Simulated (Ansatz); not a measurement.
# Work function of Ag(111): what the settings cost and change, part 2 of 2

How thick a slab and how much vacuum does the work function of Ag(111) need?

Ansatz 0.2.0; plane-wave DFT, PBE, Ansatz PAW.

So far, work function, upper face (eV): step 2 (run, setting 1 layer) 4.52; step 4 (run, 3 atoms) 4.52; step 5 (run, 4 atoms) 4.51; step 6 (slab, 5 atoms) 4.47; step 7 (slab, 6 atoms) 4.44.

**8. Run, 8 atoms**

System of this step: Ag(111). The cell holds 8 atoms: 8 Ag. Cell: a = 2.892 Å, b = 2.892 Å, c = 34.530 Å, α = 90.0°, β = 90.0°, γ = 60.0°. Vacuum lies along c.

File input.yaml:

```yaml
crystal:
  lattice:
    - [2.8920667351, 0.0, 0.0]
    - [1.4460333675, 2.504603262, 0.0]
    - [0.0, 0.0, 34.5295382069]
  atoms:
    - { symbol: Ag, position: [0.6666666667, 0.6666666667, 0.260646405] }
    - { symbol: Ag, position: [0.0, 0.0, 0.3290331464] }
    - { symbol: Ag, position: [0.3333333333, 0.3333333333, 0.3974198879] }
    - { symbol: Ag, position: [0.6666666667, 0.6666666667, 0.4658066293] }
    - { symbol: Ag, position: [0.0, 0.0, 0.5341933707] }
    - { symbol: Ag, position: [0.3333333333, 0.3333333333, 0.6025801121] }
    - { symbol: Ag, position: [0.6666666667, 0.6666666667, 0.6709668536] }
    - { symbol: Ag, position: [0.0, 0.0, 0.739353595] }
kpoints:
  mp_grid: { grid: [16, 16, 1] }
hamiltonian:
  xc: pbe
scf:
  occupations: { method: fermi_dirac, width: 0.1 }
  convergence: { dr2_threshold: 1.0e-09 }
efield:
  axis: 3
  dipole_correction: true
  ramp_position: 0.97
  ramp_width: 0.06
output:
  write_potential: true
  write_density: true
  volumetric_format: npy
```

Started as:

```console
$ ansatz run input.yaml --threads 2 --pin off --max-ram 3072MiB --backend cpu --events-out ev --progress --plain --runs-dir out
```

Numbers of over 12 decimals in the logs are rounded to 6 here.

The log of the run:

```text
[...]
Crystal: 8 atoms, lattice volume = 250.114 Å³
Basis set: ecut = 420 eV, 4879 PW (Γ)
Bands: 92, of which v1, the nominal top of the filled ones, is band 76 counted from 1 (75 counted from 0)
Symmetry: 6 space group operations
k-points: 30 of 256 (time reversal used)
[...]
k-point 0: bands = [... 72 lower, 4.2477, 4.4038, 4.4038, 4.4922, 4.4922, 4.4996, 5.7418, 7.1263, ... 12 higher]
  k-point 1: bands = [... 72 lower, 4.2080, 4.2502, 4.3687, 4.4073, 4.4970, 4.9300, 6.0227, 7.3284, ... 12 higher]
  k-point 2: bands = [... 72 lower, 4.1863, 4.2557, 4.4166, 4.5101, 4.6651, 5.4781, 6.5881, 7.8479, ... 12 higher]
  k-point 29: bands = [... 72 lower, 9.6902, 9.9586, 10.3946, 10.9499, 11.2267, 11.2843, 11.4944, 11.6763, ... 12 higher]
[key lines of the parts left out:]
SCF converged after 9 iterations
Free energy (F): -60723.740180 eV
Fermi energy:    7.496465 eV
Dipole field:    D = 0.000001 V/Å  (p = 0.000001 e·Å, saw-weighted, corrected)
Work function:   Φ+ = 4.4220 eV   Φ− = 4.4220 eV
```

Run time: 47 s. Hardware: 2 threads of Arm Neoverse V2, shared host; peak memory 0.97 GiB.

The work function is 4.422 eV, -0.022 eV from the run “6 layers”, at 1.8 times its CPU time.

**9. Run, 10 atoms**

System of this step: Ag(111). The cell holds 10 atoms: 10 Ag. Cell: a = 2.892 Å, b = 2.892 Å, c = 39.252 Å, α = 90.0°, β = 90.0°, γ = 60.0°. Vacuum lies along c.

input.yaml, the sections that differ from step 8:

```yaml
crystal:
  lattice:
    - [2.8920667351, 0.0, 0.0]
    - [1.4460333675, 2.504603262, 0.0]
    - [0.0, 0.0, 39.2522634089]
  atoms:
    - { symbol: Ag, position: [0.0, 0.0, 0.2292861409] }
    - { symbol: Ag, position: [0.3333333333, 0.3333333333, 0.2894447763] }
    - { symbol: Ag, position: [0.6666666667, 0.6666666667, 0.3496034116] }
    - { symbol: Ag, position: [0.0, 0.0, 0.409762047] }
    - { symbol: Ag, position: [0.3333333333, 0.3333333333, 0.4699206823] }
    - { symbol: Ag, position: [0.6666666667, 0.6666666667, 0.5300793177] }
    - { symbol: Ag, position: [0.0, 0.0, 0.590237953] }
    - { symbol: Ag, position: [0.3333333333, 0.3333333333, 0.6503965884] }
    - { symbol: Ag, position: [0.6666666667, 0.6666666667, 0.7105552237] }
    - { symbol: Ag, position: [0.0, 0.0, 0.7707138591] }
# kpoints, hamiltonian, scf, efield, output: as in step 8
```

The log of the run:

```text
[...]
Crystal: 10 atoms, lattice volume = 284.323 Å³
Basis set: ecut = 420 eV, 5531 PW (Γ)
Bands: 114, of which v1, the nominal top of the filled ones, is band 95 counted from 1 (94 counted from 0)
Symmetry: 6 space group operations
k-points: 30 of 256 (time reversal used)
[...]
k-point 1: bands = [... 91 lower, 5.4511, 5.5045, 5.5115, 5.6220, 5.6858, 5.8622, 6.6125, 7.5825, ... 15 higher]
  k-point 2: bands = [... 91 lower, 5.3900, 5.5198, 5.6331, 5.6994, 5.7822, 6.3884, 7.2022, 8.1726, ... 15 higher]
  k-point 29: bands = [... 91 lower, 11.0158, 11.3081, 11.7039, 12.1522, 12.3595, 12.4173, 12.5561, 12.6754, ... 15 higher]
[key lines of the parts left out:]
SCF converged after 9 iterations
Free energy (F): -75904.831068 eV
Fermi energy:    8.681372 eV
Dipole field:    D = -0.000001 V/Å  (p = -0.000001 e·Å, saw-weighted, corrected)
Work function:   Φ+ = 4.4214 eV   Φ− = 4.4214 eV
```

Elapsed: 74 s, on 2 threads; peak memory 1.3 GiB; 2.5 min of CPU time.

The work function is 4.421 eV, -0.001 eV from the run “8 layers”, at 1.6 times its CPU time.

**10. Run, 13 atoms**

System of this step: Ag(111). The cell holds 13 atoms: 13 Ag. Its edges and angles: a = 2.892 Å, b = 2.892 Å, c = 46.336 Å, α = 90.0°, β = 90.0°, γ = 60.0°. Vacuum lies along c.

input.yaml, the sections that differ from step 9:

```yaml
crystal:
  lattice:
    - [2.8920667351, 0.0, 0.0]
    - [1.4460333675, 2.504603262, 0.0]
    - [0.0, 0.0, 46.3363512118]
  atoms:
    - { symbol: Ag, position: [0.0, 0.0, 0.1942319532] }
    - { symbol: Ag, position: [0.3333333333, 0.3333333333, 0.2451932943] }
    - { symbol: Ag, position: [0.6666666667, 0.6666666667, 0.2961546355] }
    - { symbol: Ag, position: [0.0, 0.0, 0.3471159766] }
    - { symbol: Ag, position: [0.3333333333, 0.3333333333, 0.3980773177] }
    - { symbol: Ag, position: [0.6666666667, 0.6666666667, 0.4490386589] }
    - { symbol: Ag, position: [0.0, 0.0, 0.5] }
    - { symbol: Ag, position: [0.3333333333, 0.3333333333, 0.5509613411] }
    - { symbol: Ag, position: [0.6666666667, 0.6666666667, 0.6019226823] }
    - { symbol: Ag, position: [0.0, 0.0, 0.6528840234] }
    - { symbol: Ag, position: [0.3333333333, 0.3333333333, 0.7038453645] }
    - { symbol: Ag, position: [0.6666666667, 0.6666666667, 0.7548067057] }
    - { symbol: Ag, position: [0.0, 0.0, 0.8057680468] }
# kpoints, hamiltonian, scf, efield, output: as in step 9
```

The log of the run:

```text
[...]
Crystal: 13 atoms, lattice volume = 335.636 Å³
Basis set: ecut = 420 eV, 6539 PW (Γ)
Bands: 149, of which v1, the nominal top of the filled ones, is band 124 counted from 1 (123 counted from 0)
Symmetry: 6 space group operations
k-points: 30 of 256 (time reversal used)
[...]
k-point 1: bands = [... 120 lower, 6.8030, 6.8723, 6.9034, 6.9750, 7.0176, 7.2007, 7.7660, 8.4855, ... 21 higher]
  k-point 2: bands = [... 120 lower, 6.8778, 6.9139, 6.9875, 7.0318, 7.2498, 7.7487, 8.3718, 9.0991, ... 21 higher]
  k-point 29: bands = [... 120 lower, 12.6720, 12.9815, 13.3341, 13.6060, 13.6713, 13.7287, 13.8174, 13.9216, ... 21 higher]
[key lines of the parts left out:]
SCF converged after 9 iterations
Free energy (F): -98676.480292 eV
Fermi energy:    9.989383 eV
Dipole field:    D = 0.000000 V/Å  (p = 0.000000 e·Å, saw-weighted, corrected)
Work function:   Φ+ = 4.4271 eV   Φ− = 4.4271 eV
```

Elapsed: 2.2 min, on 2 threads; peak memory 1.8 GiB; 4.4 min of CPU time.

The work function is 4.427 eV, +0.006 eV from the run “10 layers”, at 1.8 times its CPU time.

**11. Slab, 7 atoms**

System of this step: Ag(111). The cell holds 7 atoms: 7 Ag. Its edges and angles: a = 2.892 Å, b = 2.892 Å, c = 24.168 Å, α = 90.0°, β = 90.0°, γ = 60.0°. Vacuum lies along c.

input.yaml, the sections that differ from step 10:

```yaml
crystal:
  lattice:
    - [2.8920667351, 0.0, 0.0]
    - [1.4460333675, 2.504603262, 0.0]
    - [0.0, 0.0, 24.1681756059]
  atoms:
    - { symbol: Ag, position: [0.0, 0.0, 0.2068836341] }
    - { symbol: Ag, position: [0.3333333333, 0.3333333333, 0.3045890894] }
    - { symbol: Ag, position: [0.6666666667, 0.6666666667, 0.4022945447] }
    - { symbol: Ag, position: [0.0, 0.0, 0.5] }
    - { symbol: Ag, position: [0.3333333333, 0.3333333333, 0.5977054553] }
    - { symbol: Ag, position: [0.6666666667, 0.6666666667, 0.6954109106] }
    - { symbol: Ag, position: [0.0, 0.0, 0.7931163659] }
# kpoints, hamiltonian, scf, efield, output: as in step 10
```

The log of the run:

```text
[...]
Crystal: 7 atoms, lattice volume = 175.062 Å³
Basis set: ecut = 420 eV, 3417 PW (Γ)
Bands: 80, of which v1, the nominal top of the filled ones, is band 67 counted from 1 (66 counted from 0)
Symmetry: 6 space group operations
k-points: 30 of 256 (time reversal used)
[...]
k-point 1: bands = [... 63 lower, 7.1783, 7.2949, 7.3661, 7.4762, 7.6417, 8.7487, 10.2188, 10.7663, ... 9 higher]
  k-point 2: bands = [... 63 lower, 7.1819, 7.3738, 7.3752, 7.4888, 8.1289, 9.3002, 10.7166, 11.4179, ... 9 higher]
  k-point 29: bands = [... 63 lower, 12.7003, 13.0426, 13.5938, 14.1677, 14.2666, 14.4163, 14.7166, 14.7687, ... 9 higher]
[key lines of the parts left out:]
SCF converged after 9 iterations
Free energy (F): -53133.173491 eV
Fermi energy:    10.453350 eV
Dipole field:    D = -0.000000 V/Å  (p = -0.000000 e·Å, saw-weighted, corrected)
Work function:   Φ+ = 4.4465 eV (in doubt: plateau slope 3.4e-2 eV/Å)   Φ− = 4.4481 eV (in doubt: plateau slope 2.3e-2 eV/Å)
```

Elapsed: 29 s, on 2 threads; peak memory 0.68 GiB.

The work function is 4.447 eV. The program marks this work function as in doubt.

**12. Run, 7 atoms**

The cell differs from the one that the last finished run ended in (c 24.168 → 28.168 Å).

input.yaml, the sections that differ from step 11:

```yaml
crystal:
  lattice:
    - [2.8920667351, 0.0, 0.0]
    - [1.4460333675, 2.504603262, 0.0]
    - [0.0, 0.0, 28.1681756059]
  atoms:
    - { symbol: Ag, position: [0.0, 0.0, 0.2485073971] }
    - { symbol: Ag, position: [0.3333333333, 0.3333333333, 0.3323382647] }
    - { symbol: Ag, position: [0.6666666667, 0.6666666667, 0.4161691324] }
    - { symbol: Ag, position: [0.0, 0.0, 0.5] }
    - { symbol: Ag, position: [0.3333333333, 0.3333333333, 0.5838308676] }
    - { symbol: Ag, position: [0.6666666667, 0.6666666667, 0.6676617353] }
    - { symbol: Ag, position: [0.0, 0.0, 0.7514926029] }
# kpoints, hamiltonian, scf, efield, output: as in step 11
```

The log of the run:

```text
[...]
Crystal: 7 atoms, lattice volume = 204.036 Å³
Basis set: ecut = 420 eV, 3959 PW (Γ)
Bands: 80, of which v1, the nominal top of the filled ones, is band 67 counted from 1 (66 counted from 0)
Symmetry: 6 space group operations
k-points: 30 of 256 (time reversal used)
[...]
k-point 0: bands = [... 63 lower, 5.0602, 5.2469, 5.2469, 5.3554, 5.3554, 6.3445, 7.9122, 8.3956, ... 9 higher]
  k-point 1: bands = [... 63 lower, 5.0621, 5.1787, 5.2499, 5.3600, 5.5256, 6.6321, 8.1058, 8.6461, ... 9 higher]
  k-point 2: bands = [... 63 lower, 5.0657, 5.2576, 5.2590, 5.3726, 6.0129, 7.1834, 8.6037, 9.2970, ... 9 higher]
  k-point 29: bands = [... 63 lower, 10.5841, 10.9264, 11.4776, 12.0515, 12.1505, 12.3000, 12.6005, 12.6525, ... 9 higher]
[key lines of the parts left out:]
SCF converged after 9 iterations
Free energy (F): -53133.173452 eV
Fermi energy:    8.337264 eV
Dipole field:    D = -0.000000 V/Å  (p = -0.000000 e·Å, saw-weighted, corrected)
Work function:   Φ+ = 4.4506 eV   Φ− = 4.4507 eV
```

The job ended after 30 s (2 threads; peak memory 0.76 GiB).

The work function is 4.451 eV, +0.004 eV from the run “7 layers, 10 Å of vacuum”, at 1.0 times its CPU time.

**13. Slab, 7 atoms (run 2)**

The cell differs from the one that the last finished run ended in (c 28.168 → 40.168 Å).

input.yaml, the sections that differ from step 12:

```yaml
crystal:
  lattice:
    - [2.8920667351, 0.0, 0.0]
    - [1.4460333675, 2.504603262, 0.0]
    - [0.0, 0.0, 40.1681756059]
  atoms:
    - { symbol: Ag, position: [0.0, 0.0, 0.3236392941] }
    - { symbol: Ag, position: [0.3333333333, 0.3333333333, 0.3824261961] }
    - { symbol: Ag, position: [0.6666666667, 0.6666666667, 0.441213098] }
    - { symbol: Ag, position: [0.0, 0.0, 0.5] }
    - { symbol: Ag, position: [0.3333333333, 0.3333333333, 0.558786902] }
    - { symbol: Ag, position: [0.6666666667, 0.6666666667, 0.6175738039] }
    - { symbol: Ag, position: [0.0, 0.0, 0.6763607059] }
# kpoints, hamiltonian, scf, efield, output: as in step 12
```

The log of the run:

```text
[...]
Crystal: 7 atoms, lattice volume = 290.957 Å³
Basis set: ecut = 420 eV, 5691 PW (Γ)
Bands: 80, of which v1, the nominal top of the filled ones, is band 67 counted from 1 (66 counted from 0)
Symmetry: 6 space group operations
k-points: 30 of 256 (time reversal used)
[...]
k-point 0: bands = [... 63 lower, 1.2400, 1.4267, 1.4267, 1.5352, 1.5352, 2.5243, 4.0921, 4.5755, ... 9 higher]
  k-point 1: bands = [... 63 lower, 1.2419, 1.3585, 1.4297, 1.5399, 1.7054, 2.8119, 4.2857, 4.8259, ... 9 higher]
  k-point 2: bands = [... 63 lower, 1.2456, 1.4375, 1.4389, 1.5525, 2.1927, 3.3633, 4.7837, 5.4768, ... 9 higher]
  k-point 29: bands = [... 63 lower, 6.7640, 7.1063, 7.6575, 8.2313, 8.3303, 8.4799, 8.7803, 8.8324, ... 9 higher]
[key lines of the parts left out:]
SCF converged after 9 iterations
Free energy (F): -53133.173434 eV
Fermi energy:    4.517111 eV
Dipole field:    D = -0.000001 V/Å  (p = -0.000002 e·Å, saw-weighted, corrected)
Work function:   Φ+ = 4.4504 eV   Φ− = 4.4503 eV
```

Run time: 44 s. Hardware: 2 threads; peak memory 0.98 GiB; 87 s of CPU time.

The work function is 4.450 eV, -0.000 eV from the run “7 layers, 14 Å of vacuum”, at 1.5 times its CPU time.

**14. Comparing the runs**

Times are for 2 threads of Arm Neoverse V2, shared host. The runs compared:

| no. | setting | work function, upper face (eV) | time | memory (GiB) |
| --- | --- | --- | --- | --- |
| 1 | 1 layer | 4.516 | 3.4 s | 0.38 |
| 2 | 2 layers | 4.558 | 5.6 s | 0.39 |
| 3 | 3 layers | 4.523 | 10 s | 0.46 |
| 4 | 4 layers | 4.508 | 13 s | 0.52 |
| 5 | 5 layers | 4.474 | 19 s | 0.61 |
| 6 | 6 layers | 4.444 | 26 s | 0.72 |
| 7 | 8 layers | 4.422 | 47 s | 0.97 |
| 8 | 10 layers | 4.421 | 74 s | 1.3 |
| 9 | 13 layers | 4.427 | 2.2 min | 1.8 |
| 10 | 7 layers, 10 Å of vacuum | 4.447 | 29 s | 0.68 |
| 11 | 7 layers, 14 Å of vacuum | 4.451 | 30 s | 0.76 |
| 12 | 7 layers, 26 Å of vacuum | 4.450 | 44 s | 0.98 |

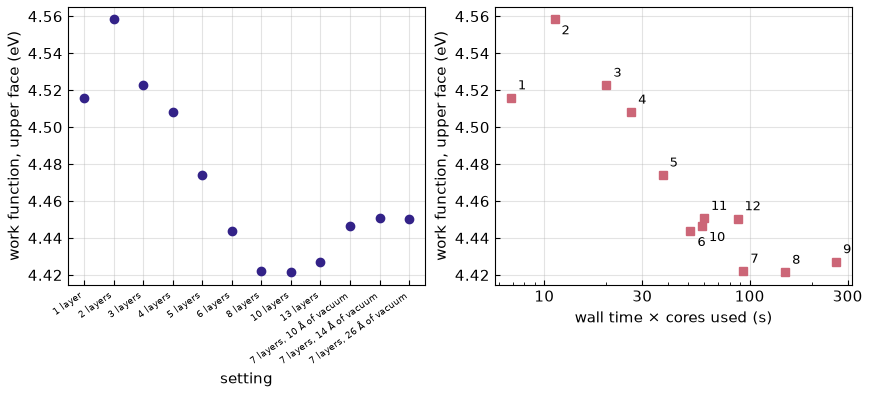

The series as plots; the last panel sets the first result against cost, with the runs numbered as in the table.

**15. Varying the input**

System of this step: Ag(111) monolayer. The cell holds 1 atom: 1 Ag. Cell: a = 2.892 Å, b = 2.892 Å, c = 18.000 Å, α = 90.0°, β = 90.0°, γ = 60.0°. Vacuum lies along c.

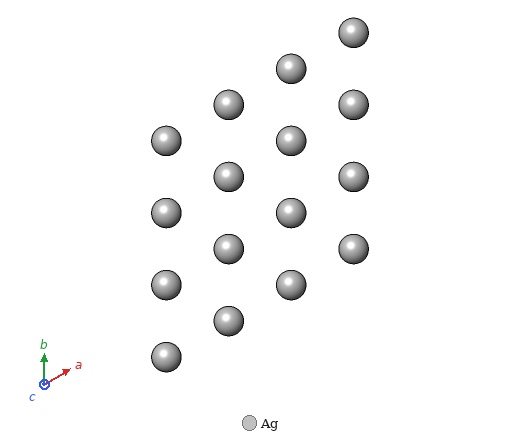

The cell of this step (silver light grey). 4×4×1 cells are drawn.

An input spoilt on purpose, to show how the run answers: it repeats the earlier run “1 layer” with basis.ecutwfc to 400 K, and scf.max_iter set to 75; its output block differs too.

input.yaml, the sections that differ from step 13:

```yaml
crystal:
  lattice:
    - [2.8920667351, 0.0, 0.0]
    - [1.4460333675, 2.504603262, 0.0]
    - [0.0, 0.0, 18.0]
  atoms:
    - { symbol: Ag, position: [0.6666666667, 0.6666666667, 0.5] }
scf:
  occupations: { method: fermi_dirac, width: 0.1 }
  convergence: { dr2_threshold: 1.0e-09 }
  max_iter: 75
basis:
  ecutwfc: "400 K"
# kpoints, hamiltonian, efield, output: as in step 13
```

The log of the run:

```text
Error: inconsistent input (basis.ecutwfc, kpoints): the smallest per-k basis holds n_pw = 0 plane waves (k-point 1, counted from 0 among those solved) but the deck needs at least 11 band(s) per channel, and no run solves more bands than the smallest per-k basis has plane waves; raise basis.ecutwfc until the smallest per-k basis, which caps the automatic band count, holds at least 11 plane waves
```

Elapsed: 0.03 s, on 2 threads; peak memory 0.07 GiB.

The program refused the input before any cycle.

The program's message: “Error: inconsistent input (basis.ecutwfc, kpoints): the smallest per-k basis holds n_pw = 0 plane waves (k-point 1, counted from 0 among those solved) but the deck needs at least 11 band(s) per channe …”

The fault put into the input: a cutoff in the wrong unit.

**16. What came out**

```
work function, 2 layers  : 4.558 eV
work function, 6 layers  : 4.444 eV
work function, 10 layers : 4.421 eV
work function, 13 layers : 4.427 eV
```

The thickest slab gives 4.43 eV, and the settings tried spread the value from 4.42 to 4.56 eV. At 18 Å of vacuum, the slabs from 5 layers on stay within 0.05 eV of the thickest. Going from 10 to 26 Å of vacuum moves it by 0.004 eV. The program marks the value as in doubt in “7 layers, 10 Å of vacuum”. The ladder's slabs use the tabulated experimental lattice constant (two decimals; a low-temperature value for the alkali metals). In 1 run of the series (7 layers, 10 Å of vacuum) the program warns that electrons reach the sawtooth's ramp, which makes dipole and work function less sure.

Computed beside measured:

| quantity | measured | 13 layers |
| --- | --- | --- |
| work function (clean (111) face, a compiled value) (eV) | 4.53 | 4.43 (-0.10 eV) |

Measured values from arxiv:1902.07811 (2019).

Verdict: The work function is off by -0.10 eV: good agreement. The grades are ours: good and fair within 3 and 7 % for the work function. No cell relaxation is part of this session.

[Logs are printed without paths, hosts, clocks, repeated set-up lines and the standing remarks that a program may print on its own settings, such as how far it seeks lower states.]

[Hosts, paths, dates, database ids (printed as entryN), source tags and the programs' standing remarks are cut or masked in the printed files.]

[Maps of the electrostatic potential energy from Ansatz leave out the sawtooth potential of an applied field or a dipole correction, so their vacuum need not be flat; planar profiles and work functions include it.]
